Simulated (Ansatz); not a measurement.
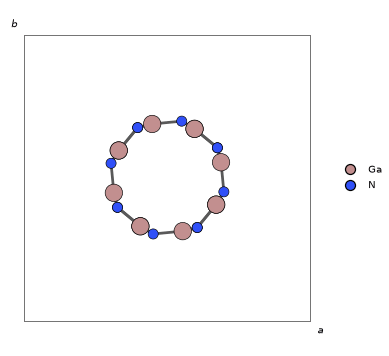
Figure: 1 relaxed period of a body that repeats along c, seen along c; the cell edge a is 18.0 Å long

Calculation: PBE (plane waves to 420 eV, PAW; Ansatz, an electronic-structure program). Mesh 1×1×10. No spin polarisation. Isolated but for its images some 11 Å away. A model structure. Only distortions within the start's symmetry and period were free.

Q: What is drawn, and how wide is it?

A: This is not unique; one that fits is (4,4) GaN nanotube. A hypothetical model, rolled from the flat sheet.
It measures about 7 Å across, from nucleus to nucleus.
